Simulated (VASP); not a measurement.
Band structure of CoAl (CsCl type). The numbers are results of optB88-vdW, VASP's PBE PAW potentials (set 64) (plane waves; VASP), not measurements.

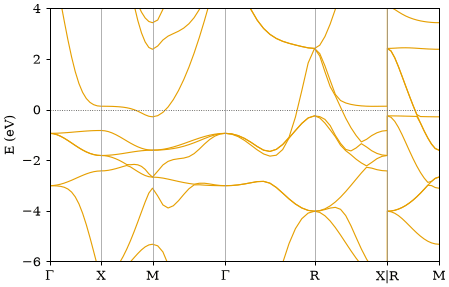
Fig. 1. Bands along high-symmetry lines, zero at the valence-band maximum or, without a gap, the Fermi level

Task: Read the plot: is there a gap, and where are the band edges?

Result: It has no gap at this level: it comes out as a metal or semimetal. (Edges off the drawn lines would not show.)

The compound is CoAl in the CsCl type structure. It was relaxed first. The run is not spin-polarised, so no magnetic state was tried.
